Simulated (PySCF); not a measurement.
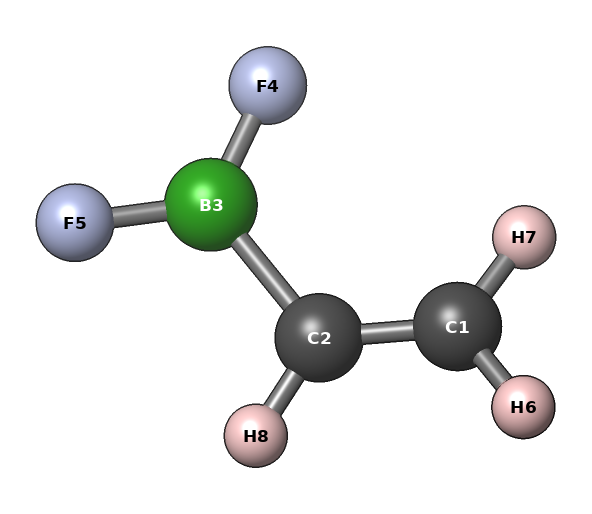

State: charge +1, doublet. Computed geometry: GFN2-xTB optimisation. No frequency run is at hand to confirm it as a minimum. Computed with UKS B3LYP, pcH-1 on B C F H, non-relativistic (PySCF 2.14.0). Fermi-contact and spin-dipolar terms alone, no spin-orbit part.

> Which nucleus has the largest dipolar (anisotropic) hyperfine coupling?

19F at F4: principal values −80.2, −66.3, 146.5 MHz.

List the isotropic and dipolar parts for the most strongly coupled nuclei, one of each equivalent set.

| atom | isotope | a_iso (MHz) | dipolar part (MHz) |
| --- | --- | --- | --- |
| F4 | 19F | 18.3 | −80.2, −66.3, 146.5 |
| C2 | 13C | 13.7 | −53.3, −42.4, 95.7 |
| F5 | 19F | 2.7 | −48.9, −28.2, 77.1 |
| C1 | 13C | 0.9 | −40.4, −32.0, 72.4 |
| H8 | 1H | 78.3 | −21.1, −12.5, 33.6 |
| H6 | 1H | 85.1 | −17.6, −12.3, 29.9 |
| H7 | 1H | 58.1 | −16.9, −11.8, 28.6 |
| B3 | 11B | 29.0 | −7.3, −5.2, 12.6 |

The geometry is semi-empirical. Around B such bond lengths and angles can be off by a tenth of an ångström or more and by several degrees, and values that hang on the shape move with them.
